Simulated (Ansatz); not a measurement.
**Convergence study of the plane-wave cutoff for Cu (Fm-3m, 1 atom in the cell)**

```yaml
crystal:
  lattice:
    - [0.00000, 1.81042, 1.81042]
    - [1.81042, 0.00000, 1.81042]
    - [1.81042, 1.81042, 0.00000]
  atoms:
    - { symbol: Cu, position: [0.00000, 0.00000, 0.00000] }
```

Computed with PBE (plane waves, PAW; Ansatz, an electronic-structure program).

Base settings: basis.ecutwfc = 420 eV; kpoints.mp_grid.grid = 16 16 16; hamiltonian.xc = pbe; hamiltonian.pseudopotentials = {kind: paw} (the program's default PAW files); scf.occupations.method = gaussian; scf.occupations.width = 0.1 eV.

The second cell is the first with its lattice scaled by 0.98.

The mesh stays at the base's, so the ladder's end is converged at best in this setting alone.

The first pressure column holds Ansatz's estimate of the finite-basis (Pulay) stress, which hides part of the cutoff error; the other is without it.

Only quantities that move along the ladder and can be compared are tabulated.

The count of work is k-points × plane waves × bands × iterations; it is no time. 

The starting cell has typed, rounded lattice constants, without a prior relaxation at this level. Its lattice was rescaled by up to half a per cent. Spin polarisation is off.

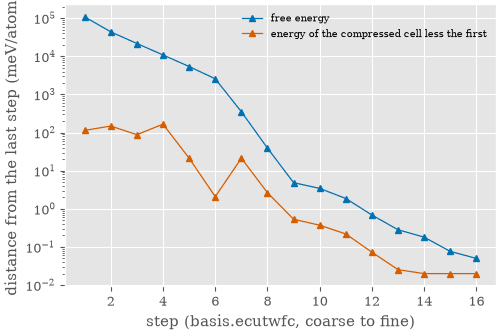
Fig. 1. Distance from the last step along the ladder; very small values are drawn at a floor.

| basis.ecutwfc | free energy less the last step's (meV/atom) | energy of the compressed cell less the first (meV/atom) | pressure (GPa) | pressure without the Pulay estimate (GPa) | count of work / last |
|---|---|---|---|---|---|
| 145 eV | 108695.04 | -88.55 | 268.11 | -5025.09 | 0.088 |
| 170 eV | 43932.63 | 174.38 | 64.16 | -2351.80 | 0.099 |
| 190 eV | 21729.71 | -62.44 | -3.23 | -1299.14 | 0.097 |
| 210 eV | 10890.02 | -140.89 | -16.25 | -722.30 | 0.085 |
| 230 eV | 5412.50 | 47.16 | 0.13 | -403.12 | 0.13 |
| 250 eV | 2575.20 | 23.74 | 6.29 | -218.89 | 0.13 |
| 295 eV | 352.04 | 47.08 | 4.54 | -42.27 | 0.15 |
| 335 eV | 39.12 | 28.48 | 1.61 | -5.51 | 0.19 |
| 380 eV | 4.86 | 26.37 | 1.18 | 0.89 | 0.20 |
| 420 eV | 3.44 | 26.20 | 1.14 | 1.02 | 0.29 |
| 460 eV | 1.86 | 26.05 | 1.11 | 0.95 | 0.32 |
| 505 eV | 0.69 | 25.91 | 1.08 | 1.01 | 0.37 |
| 565 eV | 0.28 | 25.86 | 1.07 | 1.06 | 0.38 |
| 630 eV | 0.18 | 25.84 | 1.07 | 1.06 | 0.46 |
| 735 eV | 0.08 | 25.83 | 1.07 | 1.07 | 0.60 |
| 840 eV | 0.04 | 25.83 | 1.07 | 1.07 | 0.72 |
| 1010 eV | 0.00 | 25.83 | 1.07 | 1.07 | 1.0 |

Coarsest basis.ecutwfc that holds the energy of the compressed cell less the first within 1 meV/atom of the last step, with all finer ones: 380 eV, at 0.20 of the last step's count of work; the step before is off by 2.6 meV/atom.

Coarsest basis.ecutwfc that holds the pressure within 0.05 GPa of the last step, with all finer ones: 460 eV, at 0.32 of the last step's count of work; the step before is off by 0.07 GPa.

Coarsest basis.ecutwfc that holds the pressure without the Pulay estimate within 1 GPa of the last step, with all finer ones: 380 eV, at 0.20 of the last step's count of work; the step before is off by 6.6 GPa.

The energy difference between the two cells stays within 1 meV/atom of the last step's from 380 eV on, the total only from 505 eV on: much of the error is common to both cells and cancels.

At the lowest cutoff the pressure without the Pulay estimate lies 5030 GPa under the last step's, the usual sign of Pulay stress in an incomplete plane-wave basis.

Keys are those of Ansatz 0.2.
